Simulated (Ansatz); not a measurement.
## Fields on a plane of Ru (hcp, Mg type)

```
Ru
1.0
    2.70456     0.00000     0.00000
   -1.35228     2.34222     0.00000
    0.00000     0.00000     4.26009
Ru
2
Direct
  0.33333   0.66667   0.75000
  0.66667   0.33333   0.25000
```

The slice is a (-1 1 0 2) plane (indices of the conventional cell) through the point (0.333, 0.667, 0.750) (fractional), spanned by u = [110] and v = [1 -1 1] in vectors of this cell: u (2.70 Å) and v (6.33 Å, at 90° to u). It covers one period; positions are fractions (u, v).

Atoms on it: Ru at (0.00, 0.00). Other atoms lie within 1 Å of the plane.

These are r2SCAN (plane waves to 500 eV, PAW, scalar-relativistic; Ansatz, a first-principles code) values and carry that method's errors. k mesh 20×20×11. These are valence fields of a PAW run, semicore shells included where kept as valence: close to a nucleus they are smooth pseudo fields. Ru is run without spin polarisation. Ru was relaxed with its symmetry unable to fall.

| v \ u | 0.00 | 0.22 | 0.44 | 0.67 | 0.89 |
|---|---|---|---|---|---|
| 0.90 | 0.6 | 0.1 | -0.5 | -0.3 | 0.5 |
| 0.75 | -0.7 | -0.5 | -0.3 | -0.4 | -0.6 |
| 0.60 | -0.5 | -0.5 | -0.4 | -0.4 | -0.5 |
| 0.45 | 0.7 | 0.2 | -0.5 | -0.3 | 0.6 |
| 0.30 | 0.1 | -0.2 | -0.6 | -0.5 | 0.0 |
| 0.15 | 0.0 | -0.3 | -0.6 | -0.5 | -0.1 |
| 0.00 | 1.0 | 0.7 | -0.4 | 0.0 | 1.0 |

Values: log₁₀ of the valence density in e/Å³. The scale is logarithmic, as a density can span decades between atoms and voids.

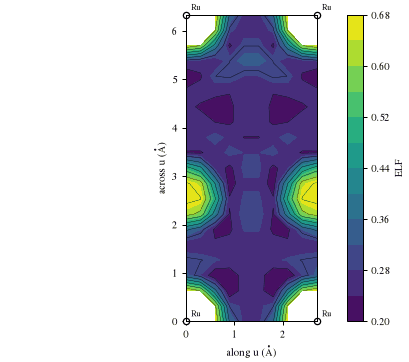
Figure: Electron localisation function (ELF), one period of the plane, atoms marked. Points within 0.5 Å of a nucleus are left white, as the pseudised field means little there.
